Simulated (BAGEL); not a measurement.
# A workflow on Si2H5OF (SMILES O[SiH](F)[SiH3])

We compute the energy (HF/6-31G*), then a single-point energy (NEVPT2(2,2)/6-31G*) of Si2H5OF. 

The calculation is run with BAGEL 1.2.2.

1 further run of the same task is left out (set aside as unsound or not needed).

**1. The structure to begin with**

The species is Si2H5OF (9 atoms), meant as a singlet with charge 0. As SMILES, `O[SiH](F)[SiH3]`. One bond was lengthened or shortened from a relaxed shape.

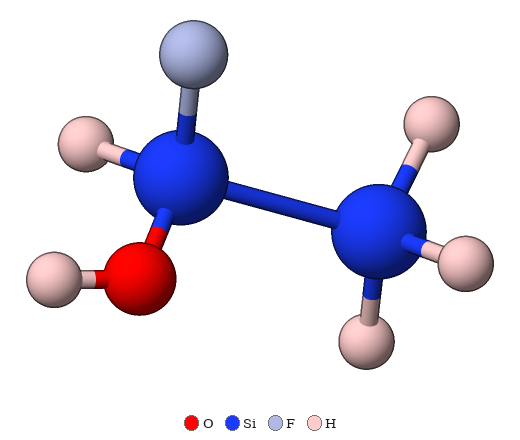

Viewed from a chosen angle; oxygen red, silicon blue, fluorine light blue, hydrogen pink.

**2. A single-point energy at HF/6-31G(d) (density fitting with svp-jkfit, spherical functions) (run 1)**

File input.json:

```json
{ "bagel" : [

{
  "title" : "molecule",
  "basis" : "6-31gs.json",
  "df_basis" : "svp-jkfit",
  "angstrom" : true,
  "geometry" : [
    { "atom" : "O", "xyz" : [      -0.458338,      -0.543282,       1.541581 ] },
    { "atom" : "Si", "xyz" : [      -0.831500,      -0.160600,       0.257700 ] },
    { "atom" : "F", "xyz" : [      -1.775600,       1.133800,       0.319400 ] },
    { "atom" : "Si", "xyz" : [       1.135000,       0.371100,      -0.891700 ] },
    { "atom" : "H", "xyz" : [      -1.116338,      -0.938082,       2.116481 ] },
    { "atom" : "H", "xyz" : [      -1.664600,      -1.215400,      -0.380600 ] },
    { "atom" : "H", "xyz" : [       0.798700,       0.860600,      -2.255200 ] },
    { "atom" : "H", "xyz" : [       1.981700,      -0.845200,      -1.013900 ] },
    { "atom" : "H", "xyz" : [       1.887800,       1.425600,      -0.163800 ] }
  ]
},

{ "title" : "hf" },

{ "title" : "print", "file" : "orbitals.molden", "orbitals" : true }

]}
```

The basis set 6-31G* is read from a file made from the Basis Set Exchange's data (not shown).

Launch:

```bash
$ BAGEL_NUM_THREADS=1 BAGEL input.json > input.out
```

The program printed:

```text
* using 1 threads per process

  ===============================================================
  ===============================================================

  *** Geometry ***

  { "atom" : "O", "xyz" : [     -0.866133,     -1.026654,      2.913166 ] },
  { "atom" : "Si", "xyz" : [     -1.571307,     -0.303490,      0.486982 ] },
  { "atom" : "F", "xyz" : [     -3.355398,      2.142571,      0.603579 ] },
  { "atom" : "Si", "xyz" : [      2.144839,      0.701277,     -1.685069 ] },
  { "atom" : "H", "xyz" : [     -2.109573,     -1.772718,      3.999569 ] },
  { "atom" : "H", "xyz" : [     -3.145638,     -2.296773,     -0.719230 ] },
  { "atom" : "H", "xyz" : [      1.509324,      1.626298,     -4.261710 ] },
  { "atom" : "H", "xyz" : [      3.744870,     -1.597197,     -1.915993 ] },
  { "atom" : "H", "xyz" : [      3.567425,      2.693994,     -0.309537 ] },

  Number of auxiliary basis functions:      500

  Since a DF basis is specified, we compute 2- and 3-index integrals:
    o Being stored without compression. Storage requirement is 0.022 GB

  Number of basis functions:       74
  Number of electrons      :       50

    * METHOD: MOLECULE                             0.26

  *** RHF ***

  === Nuclear Repulsion ===
   237.2648215544

      * DIIS with orbital gradients will be used.

  === RHF iteration (6-31gs.json) ===
      0       -754.83275079          0.02322024           0.07
      1       -754.99665638          0.01379941           0.07
      2       -755.07052936          0.00136239           0.07
      3       -755.07183855          0.00025253           0.07
      4       -755.07187516          0.00009825           0.07
      5       -755.07188123          0.00001913           0.07
      6       -755.07188159          0.00000365           0.07
      7       -755.07188160          0.00000098           0.07
      8       -755.07188160          0.00000031           0.07
      9       -755.07188160          0.00000011           0.07
     10       -755.07188160          0.00000004           0.07
     11       -755.07188160          0.00000001           0.07
     12       -755.07188160          0.00000000           0.07
    * SCF iteration converged.

    * Permanent dipole moment:
           (    0.187766,     0.768026,    -0.606085) a.u.

    * METHOD: HF                                   1.09

    * METHOD: PRINT                                0.02

  ===============================================================
```

Wall time 1.5 s (1 thread of Arm Neoverse V1, shared host); peak memory 0.11 GiB.

**3. A single-point energy at NEVPT2(2,2)/6-31G(d) (density fitting with svp-jkfit, spherical functions) (run 2)**

File job.json:

```json
{ "bagel" : [

{
  "title" : "molecule",
  "basis" : "6-31gs.json",
  "df_basis" : "svp-jkfit",
  "angstrom" : true,
  "geometry" : [
    { "atom" : "O", "xyz" : [      -0.458338,      -0.543282,       1.541581 ] },
    { "atom" : "Si", "xyz" : [      -0.831500,      -0.160600,       0.257700 ] },
    { "atom" : "F", "xyz" : [      -1.775600,       1.133800,       0.319400 ] },
    { "atom" : "Si", "xyz" : [       1.135000,       0.371100,      -0.891700 ] },
    { "atom" : "H", "xyz" : [      -1.116338,      -0.938082,       2.116481 ] },
    { "atom" : "H", "xyz" : [      -1.664600,      -1.215400,      -0.380600 ] },
    { "atom" : "H", "xyz" : [       0.798700,       0.860600,      -2.255200 ] },
    { "atom" : "H", "xyz" : [       1.981700,      -0.845200,      -1.013900 ] },
    { "atom" : "H", "xyz" : [       1.887800,       1.425600,      -0.163800 ] }
  ]
},

{
  "title" : "hf"
},

{
  "title" : "nevpt2",
  "nstate" : 1,
  "nact" : 2,
  "nclosed" : 24,
  "active" : [14, 26],
  "maxiter" : 200,
  "natocc" : true,
  "ncore" : 12
},

{
  "title" : "print",
  "file" : "orbitals.molden",
  "orbitals" : true
}

]}
```

The basis set 6-31G* is read from a file made from the Basis Set Exchange's data (not shown).

Launch:

```bash
$ BAGEL_NUM_THREADS=1 BAGEL job.json > job.out
```

The program printed:

```text
* using 1 threads per process

  ===============================================================
  ===============================================================

  *** Geometry ***

  { "atom" : "O", "xyz" : [     -0.866133,     -1.026654,      2.913166 ] },
  { "atom" : "Si", "xyz" : [     -1.571307,     -0.303490,      0.486982 ] },
  { "atom" : "F", "xyz" : [     -3.355398,      2.142571,      0.603579 ] },
  { "atom" : "Si", "xyz" : [      2.144839,      0.701277,     -1.685069 ] },
  { "atom" : "H", "xyz" : [     -2.109573,     -1.772718,      3.999569 ] },
  { "atom" : "H", "xyz" : [     -3.145638,     -2.296773,     -0.719230 ] },
  { "atom" : "H", "xyz" : [      1.509324,      1.626298,     -4.261710 ] },
  { "atom" : "H", "xyz" : [      3.744870,     -1.597197,     -1.915993 ] },
  { "atom" : "H", "xyz" : [      3.567425,      2.693994,     -0.309537 ] },

  Number of auxiliary basis functions:      500

  Since a DF basis is specified, we compute 2- and 3-index integrals:
    o Being stored without compression. Storage requirement is 0.022 GB

  Number of basis functions:       74
  Number of electrons      :       50

    * METHOD: MOLECULE                             0.26

  *** RHF ***

  === Nuclear Repulsion ===
   237.2648215544

      * DIIS with orbital gradients will be used.

  === RHF iteration (6-31gs.json) ===
      0       -754.83275079          0.02322024           0.07
      1       -754.99665638          0.01379941           0.07
      2       -755.07052936          0.00136239           0.07
      3       -755.07183855          0.00025253           0.07
      4       -755.07187516          0.00009825           0.07
      5       -755.07188123          0.00001913           0.07
      6       -755.07188159          0.00000365           0.07
      7       -755.07188160          0.00000098           0.07
      8       -755.07188160          0.00000031           0.07
      9       -755.07188160          0.00000011           0.07
     10       -755.07188160          0.00000004           0.07
     11       -755.07188160          0.00000001           0.07
     12       -755.07188160          0.00000000           0.07
    * SCF iteration converged.

    * Permanent dipole moment:
           (    0.187766,     0.768026,    -0.606085) a.u.

    * METHOD: HF                                   1.09

    * freezing 12 orbitals
  ---------------------------
      CASSCF calculation
  ---------------------------

    ==== Active orbitals : =====
         Orbital 14
         Orbital 26
    ============================

    * nstate   :      1
    * nclosed  :     24
    * nact     :      2
    * nvirt    :     48
  === CASSCF iteration (6-31gs.json) ===

    * Using the second-order algorithm

      0  0      -755.07191839     1.42e-05      0.02

      1  0      -755.07331108     2.60e-04      0.25

      2  0      -755.08484628     6.67e-04      0.33

      3  0      -755.08949068     1.09e-03      0.39

      4  0      -755.09155966     1.47e-04      0.39

      5  0      -755.09159571     3.85e-05      0.41

      6  0      -755.09159632     1.28e-05      0.41

      7  0      -755.09159635     4.06e-06      0.43

      8  0      -755.09159635     1.24e-06      0.42

      9  0      -755.09159635     3.76e-07      0.43

     10  0      -755.09159635     1.13e-07      0.38

     11  0      -755.09159635     3.38e-08      0.37

     12  0      -755.09159635     1.01e-08      0.31

     13  0      -755.09159635     3.03e-09      0.30

    * Second-order optimization converged. *

     guess   0:   closed 1.                   open ..

  === FCI iteration ===

      0  0      -755.07164698     1.06e-01      0.00
      1  0      -755.09155662     3.60e-03      0.00
      2  0 *    -755.09159635     2.01e-15      0.00

     * ci vector, state   0, <S^2> = 0.0000
       2.     0.9955665176
       .2    -0.0940601349

  === DF-NEVPT2 calculation ===

    * 3-index integral transformation done
    * assembly done

      NEVPT2 correlation energy:   -0.4786664777      0.12

          (+0)     -0.4068984983
          (+0)'    -0.0331020458
          (+1)     -0.0046317897
          (+1)'    -0.0000000000
          (+2)     -0.0004626291
          (-1)     -0.0287399851
          (-1)'     0.0000000000
          (-2)     -0.0048315296

      NEVPT2 total energy:       -755.5702628320

    * METHOD: NEVPT2                               5.27

    * METHOD: PRINT                                0.01

  ===============================================================
```

Run time: 6.9 s. Hardware: 1 thread of Arm Neoverse V1, shared host; peak memory 0.14 GiB.

**4. Results**

| quantity | value |
| --- | --- |
| run 1, HF/6-31G*: total energy | -755.07188 Eh |
| run 1, HF/6-31G*: dipole moment | 2.53 D |
| run 1, HF/6-31G*: HOMO energy | -10.69 eV |
| run 1, HF/6-31G*: LUMO energy | 3.53 eV |
| run 1, HF/6-31G*: HOMO–LUMO gap | 14.22 eV |
| run 2, NEVPT2(2,2)/6-31G*: total energy | -755.57026 Eh |
